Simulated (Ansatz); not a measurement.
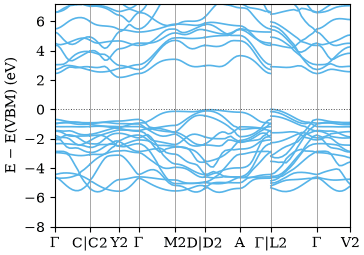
Fig. 1. Band structure from the program Ansatz at the PBEsol level (PAW)

Task: Read off the gap and where the band edges lie.

Result: About 2.2 eV (2.17 eV by a search for the band edges); maximum at L2, minimum at Y2.

The material is Nb2O5 in space group C2/m (No. 12; Nb on 4i, O on 4i, O on 2a, O on 4i).

The workflow started from a Materials Project entry (that database holds measured and hypothetical structures alike); the Crystallography Open Database copy checked does not list it. COD files the formula under space group No. 3, 15, 139, so this cell is another polymorph or a model. Its standing as an ambient phase is unchecked. The cell was relaxed with PBEsol under the symmetry of its start; whether a distortion lowers the energy is not shown. No spin polarisation was allowed. Scalar-relativistic: spin–orbit coupling is off unless named, which matters more the heavier the elements.

Potentials: the later of the program's two PAW sets.
